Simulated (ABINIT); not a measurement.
## Convergence study of shifted k-point meshes for V (Im-3m, 1 atom in the cell)

```
CELL_PARAMETERS angstrom
     -1.50743     1.50743     1.50743
      1.50743    -1.50743     1.50743
      1.50743     1.50743    -1.50743
ATOMIC_POSITIONS crystal
  V  0.00000 0.00000 0.00000
```

Computed with PBE, PAW (JTH v2.0 PBE PAW) (plane waves; ABINIT).

Base settings: pseudos = [V.GGA_PBE-JTH.xml]; ecut = 30 Ha; pawecutdg = 60 Ha; pawxcdev = 0; occopt = 7; tsmear = 0.00367493 Ha; ngkpt = 9 9 9; nshiftk = 1; shiftk = 0 0 0; potentials = JTH v2.0 PBE PAW.

In this ladder: shiftk = 0.5 0.5 0.5.

Only quantities that move along the ladder and can be compared are tabulated.

The count of work is k-points × plane waves × bands × iterations; it is no time. Core times come from one kind of shared machine, to one figure; runs under 30 s give none.

The starting cell has typed, rounded lattice constants, without a prior relaxation at this level. Its lattice was rescaled by up to half a per cent. Spin polarisation is off. In the base run, with a pressure of about -3 GPa the cell is away from its equilibrium volume at this level.

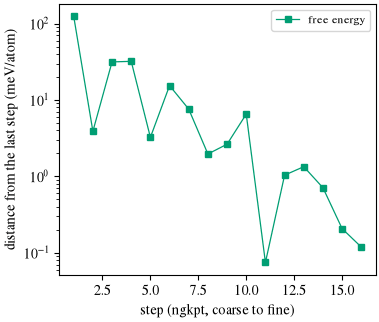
Fig. 1. Distance from the last step along the ladder; very small values are drawn at a floor.

| ngkpt | free energy less the last step's (meV/atom) | pressure (GPa) | count of work / last | core time / last (rough) |
|---|---|---|---|---|
| 3 3 3 | 124.25 | 4.50 | 0.0038 | – |
| 4 4 4 | -3.89 | -5.55 | 0.0056 | – |
| 5 5 5 | 31.50 | -3.60 | 0.0077 | – |
| 6 6 6 | -32.04 | -4.21 | 0.011 | – |
| 7 7 7 | -3.24 | -2.63 | 0.017 | – |
| 8 8 8 | 15.41 | -1.57 | 0.033 | – |
| 9 9 9 | 7.59 | -2.71 | 0.045 | – |
| 10 10 10 | 1.96 | -3.31 | 0.038 | – |
| 11 11 11 | -2.63 | -2.52 | 0.067 | – |
| 12 12 12 | -6.53 | -2.59 | 0.070 | – |
| 13 13 13 | -0.07 | -2.76 | 0.072 | – |
| 15 15 15 | 1.04 | -2.51 | 0.15 | 0.2 |
| 16 16 16 | -1.34 | -2.81 | 0.16 | 0.2 |
| 20 20 20 | 0.71 | -2.70 | 0.21 | 0.2 |
| 24 24 24 | 0.21 | -2.61 | 0.52 | 0.5 |
| 30 30 30 | 0.12 | -2.67 | 0.96 | 0.9 |
| 33 33 33 | 0.00 | -2.68 | 1.0 | 1 |

Coarsest ngkpt that holds the pressure within 0.2 GPa of the last step, with all finer ones: 11 11 11, at 0.067 of the last step's count of work; the step before is off by 0.63 GPa.

Coarsest ngkpt that holds the free energy within 0.5 meV/atom of the last step, with all finer ones: 24 24 24; the step before is off by 0.71 meV/atom.
